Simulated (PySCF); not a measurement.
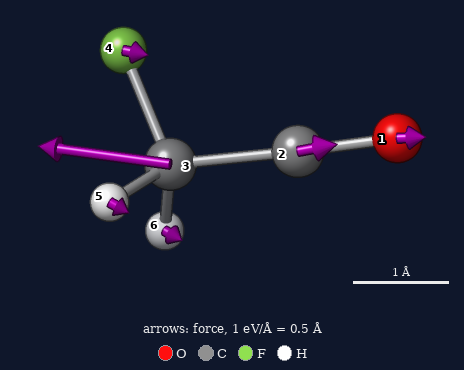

Starting geometry of C2H2FO (charge +1) with the computed forces as purple arrows. A ball-and-stick model, seen at a tilt.

The start comes from GFN2-xTB.

Level of theory: PySCF 2.14.0, density-fitted response routines, PBE0-D3(BJ)/def2-SVP geometry optimisation, gas phase. 

Question: What follows when this structure is relaxed?

Answer: It isn't relaxed: the largest force vector, on C3, is 3.02 eV/Å. The final displacements follow the starting forces only in part (cosine between the two patterns 0.84). C3 moves most after the best rigid fit: 0.067 Å. By element the largest moves are C 0.067 Å, H 0.030 Å, O 0.023 Å, F 0.018 Å. Some distances before and after: C2–C3 1.419 → 1.489 Å, C3–F4 1.352 → 1.326 Å. Among the angles between lasting bonds that change: F4–C3–H5 108.5° → 113.4°, C2–C3–H6 110.5° → 105.6°, C2–C3–H5 110.5° → 105.8°. Over 6 geometry steps the energy falls by 0.115 eV. The run took of the order of 7 core-seconds on a shared host.
